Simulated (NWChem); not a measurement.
**A workflow on the pair SiH3···CH2O−**

We compute a single-point energy (singlet CH5OSi−, PBE0/6-31G*), then the energy (singlet [SiH3]−, PBE0/6-31G*), then a single-point energy (singlet CH2O, PBE0/6-31G*), then a single-point energy (singlet [SiH3]−, PBE0/6-31G*), then the energy (singlet CH2O, PBE0/6-31G*) of CH5OSi and its partners. 

Program for the calculation: NWChem 7.3.0.

## (1) The molecule

CH5OSi−: 8 atoms, total charge -1, spin state singlet. The two molecules were placed rigidly side by side, at 0.8 times their contact distance; the pair isn't optimised.

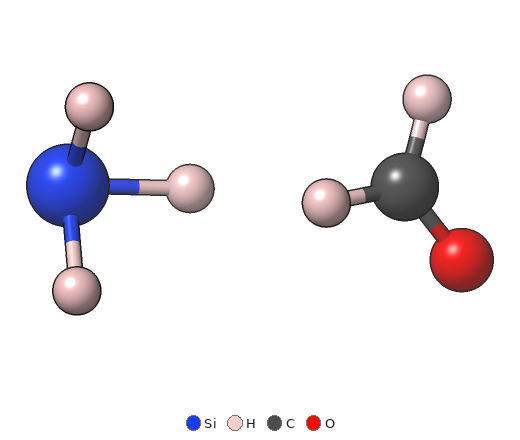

Viewed from a chosen angle; silicon blue, hydrogen pink, carbon dark grey, oxygen red.

## (2) The energy at PBE0/6-31G(d) (spherical functions) (run 1)

Input file ch5osi.nw:

```
start ch5osi
title "CH5OSi PBE0"
memory 2200 mb
charge -1

geometry noautosym nocenter noautoz
   Si     0.539700    -0.050720    -0.300900
   H      0.426600     0.622270     1.085900
   H     -0.298500    -1.283720     0.106800
   H     -0.667800     0.712180    -0.891800
   C     -2.243390    -2.498450     1.423510
   O     -3.069120    -3.132860     0.836500
   H     -1.729270    -2.892360     2.323340
   H     -1.945280    -1.480340     1.101080
end

basis "ao basis" spherical bse
   Si library 6-31G*
   H library 6-31G*
   C library 6-31G*
   O library 6-31G*
end

dft
   xc pbe0
   grid fine
   convergence energy 1e-08
   maxiter 100
   mulliken
   print low
end

task dft energy
```

Started as:

```
$ nwchem ch5osi.nw > ch5osi.out
```

What it wrote:

```text
[...]
 d= 0,ls=0.0,diis     1   -405.3638643140 -4.86D+02  2.35D-02  8.53D-01     1.9
[...]
 d= 0,ls=0.0,diis    10   -405.4930748332 -2.42D-09  1.51D-06  7.57D-10    13.6
         Total DFT energy =     -405.493074833157
      One electron energy =     -724.331823671276
           Coulomb energy =      275.294136338438
    Exchange-Corr. energy =      -36.646930435218
 Nuclear repulsion energy =       80.191542934899
[...]
      Total Density - Mulliken Population Analysis
     ---------------------------------------------
    Atom       Charge   Shell Charges
 -----------   ------   -------------------------------------------------------
    1 Si  14    14.50   2.00  2.00  5.96  1.02  1.69  0.60  1.14  0.09
    2 H    1     1.15   0.48  0.66
    3 H    1     1.17   0.49  0.68
    4 H    1     1.14   0.48  0.65
    5 C    6     5.97   2.00  0.72  1.95  0.55  0.67  0.08
    6 O    8     8.37   2.00  0.92  2.86  0.93  1.64  0.03
    7 H    1     0.91   0.54  0.37
    8 H    1     0.80   0.51  0.29
[...]
```

Wall time 14 s (1 thread of AMD EPYC 7R43 (Zen 3), shared host); peak memory 0.11 GiB.

## (3) [SiH3]−: the energy at PBE0/6-31G(d) (spherical functions) (run 2)

Input file nw.nw:

```
start nw
memory stack 880 mb heap 220 mb global 1100 mb
charge -1

geometry noautosym nocenter noautoz
  Si     0.539700    -0.050720    -0.300900
  H      0.426600     0.622270     1.085900
  H     -0.298500    -1.283720     0.106800
  H     -0.667800     0.712180    -0.891800
end

basis spherical bse
  Si library 6-31G*
  H library 6-31G*
end

dft
  xc pbe0
  grid fine
  convergence energy 1e-08
  maxiter 100
  mulliken
  print low
end

task dft energy
```

Started as:

```
$ nwchem nw.nw > nw.out
```

What it wrote:

```text
[...]
 d= 0,ls=0.0,diis     1   -290.9791962711 -3.06D+02  7.19D-02  9.15D-01     0.7
[...]
 d= 0,ls=0.0,diis     7   -291.1170237875 -2.70D-10  2.20D-07  2.22D-12     3.0
         Total DFT energy =     -291.117023787452
      One electron energy =     -437.336341582639
           Coulomb energy =      153.180428490698
    Exchange-Corr. energy =      -22.042109802979
 Nuclear repulsion energy =       15.080999107468
[...]
      Total Density - Mulliken Population Analysis
     ---------------------------------------------
    Atom       Charge   Shell Charges
 -----------   ------   -------------------------------------------------------
    1 Si  14    14.57   2.00  2.00  5.96  1.00  1.69  0.61  1.22  0.09
    2 H    1     1.14   0.48  0.66
    3 H    1     1.14   0.48  0.66
    4 H    1     1.14   0.48  0.66
[...]
```

It took 3.9 s on 1 thread of AMD EPYC 7R43 (Zen 3), shared host; peak memory 0.1 GiB.

## (4) CH2O: a single-point energy at PBE0/6-31G(d) (spherical functions) (run 3)

Input file ch2o.nw:

```
START ch2o
TITLE "CH2O PBE0"
memory 2200 mb

GEOMETRY noautosym nocenter noautoz
 C       -2.243390      -2.498450       1.423510
 O       -3.069120      -3.132860       0.836500
 H       -1.729270      -2.892360       2.323340
 H       -1.945280      -1.480340       1.101080
END

BASIS spherical bse
 * library 6-31G*
END

DFT
 xc pbe0
 grid fine
 convergence energy 1e-08
 maxiter 100
 mulliken
 print low
END

TASK dft energy
```

Started as:

```
$ nwchem ch2o.nw > ch2o.out
```

What it wrote:

```text
[...]
 d= 0,ls=0.0,diis     1   -114.2774415884 -1.46D+02  4.21D-02  7.08D-01     0.4
[...]
 d= 0,ls=0.0,diis     8   -114.3662371616  4.03D-09  3.52D-06  5.84D-08     1.9
         Total DFT energy =     -114.366237161598
      One electron energy =     -217.793268483816
           Coulomb energy =       86.554912492202
    Exchange-Corr. energy =      -14.586062041710
 Nuclear repulsion energy =       31.458180871726
[...]
      Total Density - Mulliken Population Analysis
     ---------------------------------------------
    Atom       Charge   Shell Charges
 -----------   ------   -------------------------------------------------------
    1 C    6     5.96   2.00  0.71  1.96  0.54  0.67  0.08
    2 O    8     8.32   2.00  0.93  2.84  0.94  1.59  0.03
    3 H    1     0.86   0.53  0.33
    4 H    1     0.86   0.53  0.33
[...]
```

Wall time 2.8 s (1 thread of AMD EPYC 7R43 (Zen 3), shared host); peak memory 0.1 GiB.

## (5) [SiH3]− among ghost functions: the energy at PBE0/6-31G(d) (spherical functions, with ghost functions) (run 4)

Input file m1.nw:

```
start m1
title "H3Si"
memory stack 880 mb heap 220 mb global 1100 mb
charge -1

geometry units angstrom noautosym nocenter noautoz
  Si       0.539700      -0.050720      -0.300900
  H        0.426600       0.622270       1.085900
  H       -0.298500      -1.283720       0.106800
  H       -0.667800       0.712180      -0.891800
  bqC     -2.243390    -2.498450     1.423510
  bqO     -3.069120    -3.132860     0.836500
  bqH     -1.729270    -2.892360     2.323340
  bqH     -1.945280    -1.480340     1.101080
end

basis "ao basis" spherical bse
  Si library 6-31G*
  H library 6-31G*
  bqC library C 6-31G*
  bqO library O 6-31G*
  bqH library H 6-31G*
end

dft
  xc pbe0
  grid fine
  convergence energy 1e-08
  iterations 100
  mulliken
  print low
end

task dft energy
```

Started as:

```
$ nwchem m1.nw > m1.out
```

What it wrote:

```text
[...]
 d= 0,ls=0.0,diis     1   -290.9771024008 -3.06D+02  3.11D-02  9.31D-01     2.0
[...]
 d= 0,ls=0.0,diis     7   -291.1179612486 -1.92D-09  9.15D-07  8.61D-10     7.3
         Total DFT energy =     -291.117961248578
      One electron energy =     -437.313048158584
           Coulomb energy =      153.153027115669
    Exchange-Corr. energy =      -22.038939313132
 Nuclear repulsion energy =       15.080999107468
[...]
      Total Density - Mulliken Population Analysis
     ---------------------------------------------
    Atom       Charge   Shell Charges
 -----------   ------   -------------------------------------------------------
    1 Si  14    14.55   2.00  2.00  5.96  1.01  1.69  0.61  1.19  0.09
    2 H    1     1.15   0.48  0.66
    3 H    1     1.13   0.48  0.65
    4 H    1     1.15   0.48  0.66
    5 X    0     0.00  -0.00 -0.00 -0.00  0.00  0.00 -0.00
    6 X    0    -0.00  -0.00 -0.00  0.00 -0.00 -0.00 -0.00
    7 X    0     0.00  -0.00  0.00
    8 X    0     0.01  -0.00  0.01
[...]
```

Run time: 8.4 s. Hardware: 1 thread of AMD EPYC 7R43 (Zen 3), shared host; peak memory 0.11 GiB.

## (6) CH2O among ghost functions: the energy at PBE0/6-31G(d) (spherical functions, with ghost functions) (run 5)

Input file test.nw:

```
start test
memory 2200 mb

geometry noautosym nocenter noautoz
   C    -2.243390   -2.498450    1.423510
   O    -3.069120   -3.132860    0.836500
   H    -1.729270   -2.892360    2.323340
   H    -1.945280   -1.480340    1.101080
   bqSi     0.539700    -0.050720    -0.300900
   bqH      0.426600     0.622270     1.085900
   bqH     -0.298500    -1.283720     0.106800
   bqH     -0.667800     0.712180    -0.891800
end

basis spherical bse
   C library 6-31G*
   O library 6-31G*
   H library 6-31G*
   bqSi library Si 6-31G*
   bqH library H 6-31G*
end

dft
   xc pbe0
   grid fine
   convergence energy 1e-08
   iterations 100
   mulliken
   noprint "final vectors analysis"
end

task dft
```

Started as:

```
$ nwchem test.nw > test.out
```

What it wrote:

```text
[...]
          Wavefunction type:  closed shell.
          No. of atoms     :     8
          No. of electrons :    16
[...]
          Charge           :     0
          Spin multiplicity:     1
[...]
          AO basis - number of functions:    56
[...]
              XC Information
              --------------
                         PBE0 Method XC Functional
                     Hartree-Fock (Exact) Exchange  0.250
          PerdewBurkeErnzerhof Exchange Functional  0.750
            Perdew 1991 LDA Correlation Functional  1.000 local
           PerdewBurkeErnz. Correlation Functional  1.000 non-local
[...]
 d= 0,ls=0.0,diis     1   -114.2775075143 -1.46D+02  2.41D-02  7.09D-01     1.8
[...]
 d= 0,ls=0.0,diis     8   -114.3664085303  4.01D-09  2.01D-06  5.81D-08     8.2
         Total DFT energy =     -114.366408530287
      One electron energy =     -217.786850585206
           Coulomb energy =       86.547464600959
    Exchange-Corr. energy =      -14.585203417767
 Nuclear repulsion energy =       31.458180871726
[...]
      Total Density - Mulliken Population Analysis
     ---------------------------------------------
    Atom       Charge   Shell Charges
 -----------   ------   -------------------------------------------------------
    1 C    6     5.96   2.00  0.71  1.96  0.54  0.67  0.08
    2 O    8     8.32   2.00  0.93  2.84  0.94  1.59  0.03
    3 H    1     0.86   0.53  0.33
    4 H    1     0.85   0.53  0.32
    5 X    0     0.00  -0.00 -0.00 -0.00 -0.00 -0.00  0.00  0.00  0.00
    6 X    0     0.00  -0.00  0.00
    7 X    0    -0.00  -0.00 -0.00
    8 X    0     0.00  -0.00  0.00
[...]
```

Run time: 9.3 s. Hardware: 1 thread of AMD EPYC 7R43 (Zen 3), shared host; peak memory 0.11 GiB.

## (7) Summary of results

| quantity | value |
| --- | --- |
| run 1, PBE0/6-31G*: total energy | -405.49307 Eh |
| [SiH3]−: total energy | -291.11702 Eh |
| CH2O: total energy | -114.36624 Eh |
| [SiH3]− among ghost functions: total energy | -291.11796 Eh |
| CH2O among ghost functions: total energy | -114.36641 Eh |
| CH2O among ghost functions: dipole moment | 2.17 D |
| interaction energy of the rigid parts [SiH3]− and CH2O (parts in their own basis; closest atoms 1.93 Å apart) | -0.267 eV |
| interaction energy of the rigid parts [SiH3]− and CH2O (parts in the whole basis, counterpoise; closest atoms 1.93 Å apart) | -0.237 eV |

What this shows: The interaction energy of the rigid parts [SiH3]− and CH2O (parts in their own basis; closest atoms 1.93 Å apart) is −0.27 eV (−25.8 kJ/mol): the parts attract. Without counterpoise this holds the superposition error of the basis. The interaction energy of the rigid parts [SiH3]− and CH2O (parts in the whole basis, counterpoise; closest atoms 1.93 Å apart) is −0.24 eV (−22.9 kJ/mol): the parts attract. The basis-set superposition error is 2.9 kJ/mol. Mulliken charges (CH2O) run from -0.32 on O2 to +0.14 on H3.
